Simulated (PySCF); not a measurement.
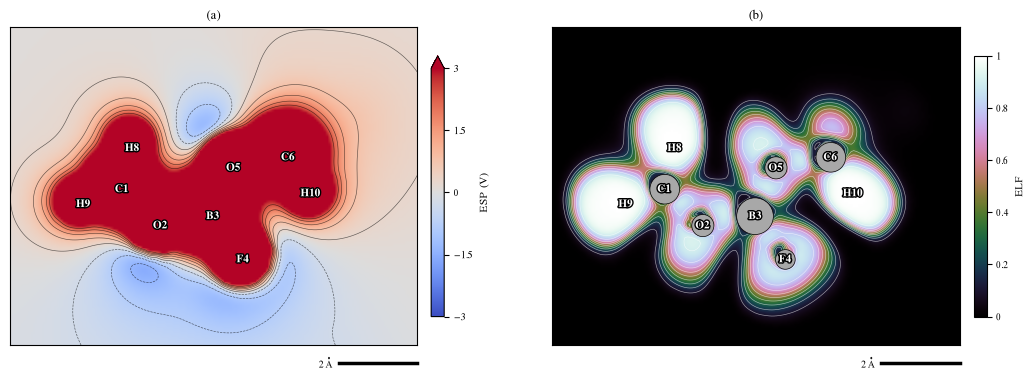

C3H7BFO2 (SMILES [CH2]OB(F)OCC) (doublet). (a) molecular electrostatic potential; (b) ELF on the plane of atoms B3, O5 and C6. Grey discs cover the atomic cores in the ELF map.

Geometry: GFN2-xTB.

The calculation used UKS B3LYP, pcH-1 on B C F H O, non-relativistic, mean-field spin-orbit, GIAO (PySCF).

```xyz
14

C     2.7644    0.1222    0.8863
O     2.3314    0.5243   -0.3197
B     1.1098    0.2957   -0.8455
F     0.9152    0.8102   -2.0740
O     0.1497   -0.3992   -0.2178
C    -1.1587   -0.6013   -0.7317
C    -2.1750    0.1700    0.1001
H     2.1225   -0.4406    1.5350
H     3.7650    0.4096    1.1378
H    -1.2044   -0.2870   -1.7793
H    -1.3535   -1.6772   -0.6712
H    -1.9764    1.2370    0.0390
H    -2.1144   -0.1366    1.1408
H    -3.1762   -0.0276   -0.2718
```

> What do the fields say about this system?

- Atoms in the plane: C, O, B, F and H.
- B–O (1.34 Å): the ELF peaks at about 0.90 between the atoms (a short, strongly polar bond).
- C–O (1.34 Å): the ELF peaks at about 0.90 between the atoms; a shared but strongly polarised pair.
- B–F (1.35 Å): the ELF peaks at about 0.85 between the atoms, as expected for a polar covalent bond.
- C–H (1.07 Å): the ELF climbs to about 1 towards the hydrogen, as it does in any bond to H; an ordinary covalent bond to hydrogen.
- C–O (1.42 Å): the ELF peaks at about 0.90 between the atoms, as expected for a shared but strongly polarised pair.
- The ELF also peaks beside F4, O2 and O5, away from the bonds: non-bonding electrons, paired or unpaired.
- Outside the dense part of the molecule the potential is most negative (−1.5 V) near O2.
